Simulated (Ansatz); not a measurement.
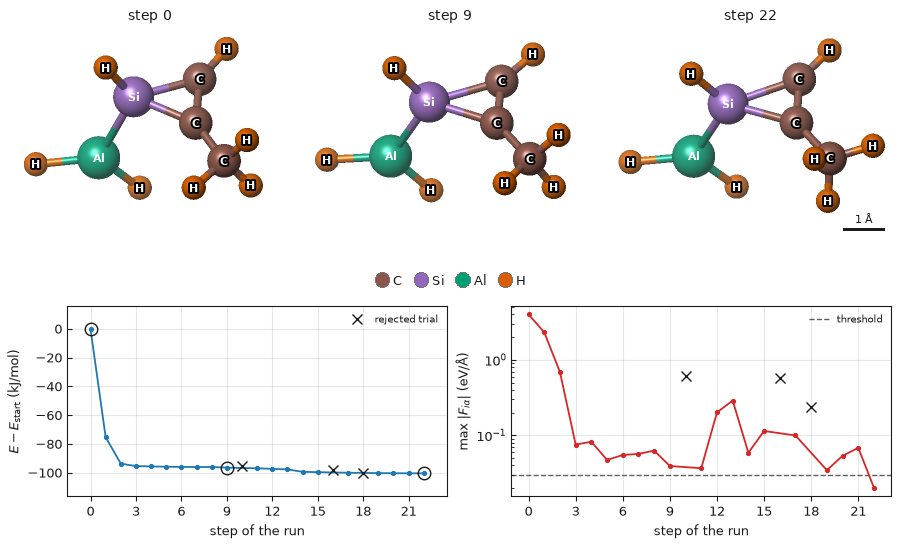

Frames of a relaxation of C₃H₇AlSi (coarse preliminary run), marked on the history of the run. The picture is a ball-and-stick view, seen from a free direction.

The start comes from a force field.

Theory: RKS PBE-D4/def2-SVP (Ansatz).

Input
```yaml
crystal:
  periodic: [false, false, false]
  atoms:
    - {symbol: C, position_ang: [-1.514300, 0.813000, 1.025100]}
    - {symbol: C, position_ang: [-0.167800, 0.453400, 0.698200]}
    - {symbol: C, position_ang: [1.059100, -0.100700, 1.158700]}
    - {symbol: Si, position_ang: [1.151100, 0.349500, -0.499200]}
    - {symbol: Al, position_ang: [0.697600, -1.471000, -1.985600]}
    - {symbol: H, position_ang: [-1.555200, 1.651700, 1.802700]}
    - {symbol: H, position_ang: [-2.019600, 1.265100, 0.104600]}
    - {symbol: H, position_ang: [-2.090800, -0.009600, 1.363000]}
    - {symbol: H, position_ang: [1.663500, -0.498900, 2.040600]}
    - {symbol: H, position_ang: [1.677200, 1.644600, -0.792200]}
    - {symbol: H, position_ang: [0.034300, -2.813800, -1.396700]}
    - {symbol: H, position_ang: [1.141900, -1.338500, -3.485300]}
basis:
  gaussian: {orbitals: def2-SVP}
hamiltonian: {xc: pbe, dispersion: d4}
relax: {f_tol: 0.03, max_steps: 200}
```

Run as
```bash
ansatz run in.yaml --threads 4 --pin off --events-out ev --progress --plain --max-ram 10444MiB
```

> Describe the path.

H7 moves most after the best rigid fit: 1.07 Å. Largest moves by element: H 1.07 Å, Al 0.26 Å, Si 0.23 Å, C 0.20 Å. Some distances before and after: C3–Si4 1.720 → 1.872 Å, C2–Si4 1.784 → 1.889 Å, C2–C3 1.423 → 1.330 Å, Si4–H10 1.428 → 1.512 Å. Among the angles between lasting bonds that change: C2–Si4–Al5 108.7° → 117.7°, C2–C3–H9 147.5° → 139.1°, Al5–Si4–H10 129.2° → 121.9°. Groups turn about C1–C2 by about 60°. After 19 accepted moves (22 points after the start) the energy has fallen by 100.4 kJ/mol. The largest force component goes from 4 to 0.02 eV/Å. The line search rejected the trial steps at points 10, 16, 18 of the run. Cost: 29 s on 4 threads of Arm Neoverse V1 (shared host). From step 0 to 9: H12 moves most (0.41 Å), energy −96.4 kJ/mol. From step 9 to 22: H atoms move most (0.76 Å), energy −3.97 kJ/mol.
